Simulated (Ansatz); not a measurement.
Nudged elastic band, with input and output: C3H8GeO (part 2 of 2)

C3H8GeO, SMILES C[C]1(C)[O][GeH2]1; RKS B3LYP-D4/def2-SVP (Ansatz 0.2.0). It belongs to a series of runs on one base structure; here: band between the two ends.

Geometry of the input (Å):
```
C  -1.5016  -0.2633  -0.0723
C  -0.0018  -0.0572  -0.1339
C  0.8222  -1.2607  0.2766
O  0.4478  0.5759  -1.3186
Ge 0.7285  1.7315  0.1190
H  -1.8245  -0.5838  0.9302
H  -1.7831  -1.0513  -0.7949
H  -2.0491  0.6495  -0.3489
H  0.5575  -1.6057  1.2880
H  1.9002  -1.0456  0.2434
H  0.6263  -2.0857  -0.4329
H  2.2332  1.9717  0.3074
H  -0.1351  2.9900  -0.0485
```

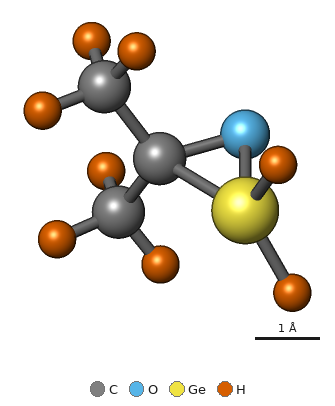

*The input geometry (ball-and-stick view, seen at a tilt). Sticks mark near contacts.*

```
Total energy: -61796.30291200 eV, -2270.9722449775 hartree
Atom 0 at    -1.510259    -0.232619     0.029881 Å, force    -0.000813     0.001931    -0.013431 eV/Å
Atom 1 at    -0.012615    -0.063298    -0.128888 Å, force     0.010660     0.006018     0.009199 eV/Å
Atom 2 at     0.826036    -1.278252     0.275644 Å, force    -0.006410    -0.005583    -0.006852 eV/Å
Atom 3 at     0.371891     0.522318    -1.364631 Å, force    -0.010949    -0.021131     0.001720 eV/Å
Atom 4 at     0.745817     1.728246     0.001788 Å, force     0.005613     0.025254     0.011966 eV/Å
Atom 5 at    -1.776153    -0.505899     1.062938 Å, force     0.003451     0.002115    -0.001349 eV/Å
Atom 6 at    -1.849664    -1.045223    -0.638996 Å, force    -0.003878     0.004447     0.000177 eV/Å
Atom 7 at    -2.057411     0.679829    -0.250166 Å, force     0.006137    -0.012575     0.005379 eV/Å
Atom 8 at     0.185101    -2.129136     0.557729 Å, force     0.003410     0.004910    -0.001408 eV/Å
Atom 9 at     1.505891    -1.082414     1.118231 Å, force    -0.007268     0.001361    -0.006303 eV/Å
Atom 10 at     1.435649    -1.576459    -0.591154 Å, force    -0.001112    -0.000404     0.003100 eV/Å
Atom 11 at     2.261899     1.951475     0.102213 Å, force    -0.001098     0.002044     0.000148 eV/Å
Atom 12 at    -0.105782     2.996629    -0.159788 Å, force     0.002258    -0.008388    -0.002346 eV/Å
Dipole moment:    -0.020477     0.035782     0.429970 e Å
this run last wrote the band of iteration 5 to [file]
```

The last band as extended XYZ (Å, eV, eV/Å):
```
13
Properties=species:S:1:pos:R:3:forces:R:3 image=0 energy=-61796.43437
C    -1.5016   -0.2633   -0.0723    0.0024   0.0046   0.0008
C    -0.0018   -0.0572   -0.1339   -0.0037  -0.0074  -0.0084
C     0.8222   -1.2607    0.2766    0.0034   0.0027   0.0007
O     0.4478    0.5759   -1.3186   -0.0013  -0.0027   0.0068
Ge    0.7285    1.7315    0.1190    0.0007   0.0019  -0.0015
H    -1.8245   -0.5838    0.9302   -0.0004   0.0006  -0.0005
H    -1.7831   -1.0513   -0.7949    0.0004   0.0012   0.0002
H    -2.0491    0.6495   -0.3489   -0.0014  -0.0020   0.0005
H     0.5575   -1.6057    1.2880    0.0004   0.0009  -0.0020
H     1.9002   -1.0456    0.2434   -0.0008  -0.0021   0.0010
H     0.6263   -2.0857   -0.4329   -0.0001   0.0016   0.0008
H     2.2332    1.9717    0.3074   -0.0001   0.0010   0.0006
H    -0.1351    2.9900   -0.0485    0.0005  -0.0004   0.0010
13
Properties=species:S:1:pos:R:3:forces:R:3 image=1 energy=-61796.42285
C    -1.5047   -0.2576   -0.0456    0.0046  -0.0105  -0.0094
C    -0.0048   -0.0583   -0.1288    0.0013   0.0138   0.0033
C     0.8233   -1.2641    0.2706   -0.0043  -0.0024   0.0001
O     0.4362    0.5644   -1.3226    0.0006  -0.0064   0.0046
Ge    0.7305    1.7335    0.0986   -0.0001   0.0040   0.0115
H    -1.8173   -0.5332    0.9735   -0.0006  -0.0032  -0.0075
H    -1.7992   -1.0745   -0.7299    0.0008   0.0005  -0.0077
H    -2.0506    0.6459   -0.3537    0.0001   0.0000  -0.0052
H     0.4389   -1.7348    1.1883    0.0196   0.0234   0.0181
H     1.8838   -1.0143    0.4201    0.0060  -0.0018  -0.0345
H     0.7715   -2.0033   -0.5493   -0.0267  -0.0180   0.0134
H     2.2386    1.9654    0.2718   -0.0017   0.0013   0.0093
H    -0.1258    2.9962   -0.0782    0.0003  -0.0008   0.0041
13
Properties=species:S:1:pos:R:3:forces:R:3 image=2 energy=-61796.39101
C    -1.5073   -0.2513   -0.0253    0.0125  -0.0236  -0.0119
C    -0.0070   -0.0596   -0.1244    0.0001   0.0256  -0.0006
C     0.8241   -1.2693    0.2706   -0.0166   0.0061   0.0015
O     0.4255    0.5529   -1.3279    0.0016  -0.0125   0.0163
Ge    0.7317    1.7354    0.0768    0.0001   0.0051   0.0184
H    -1.8092   -0.5146    1.0003   -0.0025  -0.0012  -0.0129
H    -1.8138   -1.0743   -0.6970    0.0016   0.0003  -0.0103
H    -2.0520    0.6519   -0.3358   -0.0036   0.0024  -0.0132
H     0.3355   -1.8582    1.0614    0.0262   0.0331   0.0422
H     1.8352   -1.0036    0.6112    0.0293   0.0032  -0.0539
H     0.9357   -1.9065   -0.6239   -0.0461  -0.0398   0.0010
H     2.2425    1.9619    0.2349   -0.0036   0.0027   0.0177
H    -0.1203    3.0005   -0.1061    0.0008  -0.0012   0.0057
13
Properties=species:S:1:pos:R:3:forces:R:3 image=3 energy=-61796.34995
C    -1.5092   -0.2449   -0.0088    0.0171  -0.0287  -0.0107
C    -0.0089   -0.0610   -0.1233    0.0016   0.0264  -0.0028
C     0.8251   -1.2745    0.2726   -0.0258   0.0156  -0.0018
O     0.4126    0.5432   -1.3364    0.0003  -0.0170   0.0223
Ge    0.7335    1.7355    0.0547    0.0008   0.0085   0.0205
H    -1.8004   -0.5088    1.0199   -0.0037   0.0007  -0.0134
H    -1.8265   -1.0659   -0.6780    0.0004   0.0005  -0.0096
H    -2.0535    0.6612   -0.3111   -0.0065   0.0048  -0.0159
H     0.2559   -1.9679    0.9099    0.0182   0.0267   0.0523
H     1.7539   -1.0128    0.7993    0.0429   0.0082  -0.0470
H     1.1081   -1.8006   -0.6540   -0.0423  -0.0480  -0.0177
H     2.2463    1.9596    0.1974   -0.0037   0.0034   0.0195
H    -0.1167    3.0022   -0.1274    0.0007  -0.0013   0.0042
13
Properties=species:S:1:pos:R:3:forces:R:3 image=4 energy=-61796.31582
C    -1.5102   -0.2390    0.0080    0.0030  -0.0022  -0.0128
C    -0.0109   -0.0620   -0.1252    0.0093   0.0129   0.0027
C     0.8258   -1.2775    0.2746   -0.0078   0.0047  -0.0159
O     0.3953    0.5340   -1.3485   -0.0061  -0.0192   0.0118
Ge    0.7379    1.7330    0.0311    0.0024   0.0248   0.0180
H    -1.7901   -0.5072    1.0387   -0.0018   0.0000  -0.0078
H    -1.8377   -1.0556   -0.6615   -0.0027  -0.0014  -0.0075
H    -2.0556    0.6707   -0.2835    0.0021  -0.0098  -0.0063
H     0.2057   -2.0593    0.7391   -0.0014   0.0091   0.0385
H     1.6423   -1.0402    0.9718    0.0298   0.0112  -0.0250
H     1.2782   -1.6890   -0.6418   -0.0262  -0.0272  -0.0113
H     2.2523    1.9566    0.1554   -0.0027   0.0026   0.0138
H    -0.1125    3.0008   -0.1433    0.0023  -0.0054   0.0017
13
Properties=species:S:1:pos:R:3:forces:R:3 image=5 energy=-61796.30265
C    -1.5103   -0.2326    0.0299   -0.0008   0.0019  -0.0134
C    -0.0126   -0.0633   -0.1289    0.0107   0.0060   0.0092
C     0.8260   -1.2783    0.2756   -0.0064  -0.0056  -0.0069
O     0.3719    0.5223   -1.3646   -0.0109  -0.0211   0.0017
Ge    0.7458    1.7282    0.0018    0.0056   0.0253   0.0120
H    -1.7762   -0.5059    1.0629    0.0035   0.0021  -0.0013
H    -1.8497   -1.0452   -0.6390   -0.0039   0.0044   0.0002
H    -2.0574    0.6798   -0.2502    0.0061  -0.0126   0.0054
H     0.1851   -2.1291    0.5577    0.0034   0.0049  -0.0014
H     1.5059   -1.0824    1.1182   -0.0073   0.0014  -0.0063
H     1.4356   -1.5765   -0.5912   -0.0011  -0.0004   0.0031
H     2.2619    1.9515    0.1022   -0.0011   0.0020   0.0001
H    -0.1058    2.9966   -0.1598    0.0023  -0.0084  -0.0023
13
Properties=species:S:1:pos:R:3:forces:R:3 image=6 energy=-61796.31582
C    -1.5088   -0.2297    0.0390    0.0008   0.0093  -0.0032
C    -0.0124   -0.0648   -0.1335    0.0122   0.0079   0.0095
C     0.8250   -1.2772    0.2755   -0.0041  -0.0009  -0.0139
O     0.3597    0.5170   -1.3744   -0.0162  -0.0204   0.0015
Ge    0.7522    1.7233   -0.0103    0.0056   0.0203  -0.0025
H    -1.7672   -0.5144    1.0709    0.0051   0.0019   0.0045
H    -1.8546   -1.0339   -0.6367   -0.0070   0.0052   0.0039
H    -2.0561    0.6869   -0.2272    0.0071  -0.0152   0.0138
H     0.1963   -2.1790    0.3604   -0.0021  -0.0134  -0.0370
H     1.3413   -1.1440    1.2377   -0.0338  -0.0053   0.0236
H     1.5817   -1.4594   -0.5017    0.0259   0.0215   0.0168
H     2.2682    1.9510    0.0750    0.0006   0.0012  -0.0126
H    -0.1050    2.9893   -0.1599    0.0059  -0.0120  -0.0044
13
Properties=species:S:1:pos:R:3:forces:R:3 image=7 energy=-61796.34976
C    -1.5072   -0.2287    0.0467    0.0059   0.0083   0.0049
C    -0.0121   -0.0662   -0.1371    0.0134   0.0088   0.0090
C     0.8234   -1.2742    0.2746   -0.0022   0.0073  -0.0207
O     0.3508    0.5120   -1.3815   -0.0188  -0.0193   0.0061
Ge    0.7588    1.7185   -0.0191    0.0061   0.0122  -0.0111
H    -1.7589   -0.5252    1.0769    0.0056   0.0019   0.0081
H    -1.8584   -1.0240   -0.6364   -0.0095   0.0042   0.0066
H    -2.0549    0.6916   -0.2055    0.0067  -0.0138   0.0167
H     0.2408   -2.2045    0.1610    0.0073  -0.0153  -0.0609
H     1.1610   -1.2214    1.3205   -0.0563  -0.0157   0.0292
H     1.7055   -1.3447   -0.3780    0.0322   0.0327   0.0389
H     2.2747    1.9501    0.0515    0.0028  -0.0002  -0.0204
H    -0.1032    2.9820   -0.1589    0.0067  -0.0110  -0.0065
13
Properties=species:S:1:pos:R:3:forces:R:3 image=8 energy=-61796.39082
C    -1.5060   -0.2295    0.0539    0.0126  -0.0022   0.0064
C    -0.0121   -0.0668   -0.1388    0.0123   0.0115   0.0094
C     0.8219   -1.2699    0.2729   -0.0018   0.0069  -0.0205
O     0.3450    0.5078   -1.3852   -0.0164  -0.0153   0.0137
Ge    0.7644    1.7153   -0.0248    0.0042   0.0040  -0.0132
H    -1.7516   -0.5350    1.0829    0.0047   0.0037   0.0079
H    -1.8618   -1.0178   -0.6348   -0.0106   0.0022   0.0080
H    -2.0545    0.6930   -0.1868    0.0032  -0.0074   0.0127
H     0.3175   -2.2037   -0.0337    0.0208  -0.0017  -0.0570
H     0.9751   -1.3150    1.3620   -0.0560  -0.0219   0.0119
H     1.8018   -1.2379   -0.2251    0.0178   0.0278   0.0492
H     2.2807    1.9474    0.0319    0.0036  -0.0015  -0.0201
H    -0.1000    2.9773   -0.1596    0.0054  -0.0059  -0.0083
13
Properties=species:S:1:pos:R:3:forces:R:3 image=9 energy=-61796.42278
C    -1.5058   -0.2313    0.0619    0.0117  -0.0066   0.0022
C    -0.0129   -0.0661   -0.1371    0.0077   0.0133   0.0095
C     0.8211   -1.2659    0.2696   -0.0037  -0.0016  -0.0106
O     0.3415    0.5051   -1.3844   -0.0099  -0.0081   0.0132
Ge    0.7675    1.7150   -0.0277    0.0016   0.0009  -0.0088
H    -1.7464   -0.5337    1.0928    0.0026   0.0046   0.0047
H    -1.8650   -1.0210   -0.6233   -0.0083  -0.0010   0.0059
H    -2.0559    0.6901   -0.1785    0.0006  -0.0029   0.0049
H     0.4234   -2.1746   -0.2182    0.0176   0.0056  -0.0320
H     0.7963   -1.4271    1.3584   -0.0306  -0.0163  -0.0011
H     1.8658   -1.1454   -0.0515    0.0053   0.0145   0.0308
H     2.2851    1.9419    0.0183    0.0014  -0.0011  -0.0115
H    -0.0944    2.9781   -0.1655    0.0040  -0.0013  -0.0071
13
Properties=species:S:1:pos:R:3:forces:R:3 image=10 energy=-61796.43437
C    -1.5069   -0.2332    0.0717    0.0014   0.0006  -0.0022
C    -0.0149   -0.0636   -0.1307    0.0025  -0.0001   0.0014
C     0.8207   -1.2648    0.2626   -0.0017  -0.0007  -0.0018
O     0.3401    0.5059   -1.3773   -0.0018  -0.0027  -0.0022
Ge    0.7670    1.7189   -0.0252    0.0006  -0.0023  -0.0018
H    -1.7457   -0.5006    1.1125    0.0000   0.0001   0.0023
H    -1.8654   -1.0467   -0.5855    0.0007  -0.0001  -0.0006
H    -2.0601    0.6779   -0.1988   -0.0009   0.0010   0.0004
H     0.5481   -2.1164   -0.3876    0.0005   0.0009   0.0013
H     0.6404   -1.5581    1.3083   -0.0008   0.0011  -0.0009
H     1.8952   -1.0754    0.1252    0.0004   0.0007   0.0006
H     2.2866    1.9344    0.0177    0.0005   0.0005   0.0016
H    -0.0847    2.9871   -0.1782   -0.0013   0.0011   0.0018
```

Key numbers:

| quantity | value |
| --- | --- |
| outcome | converged |
| barrier, forward | 0.132 eV |
| barrier, backward | 0.132 eV |
| wall time | 2.9 min (CPU time 5.5 min) |
| peak memory | 0.35 GiB |

Remarks:

The order of the saddle point was not checked.
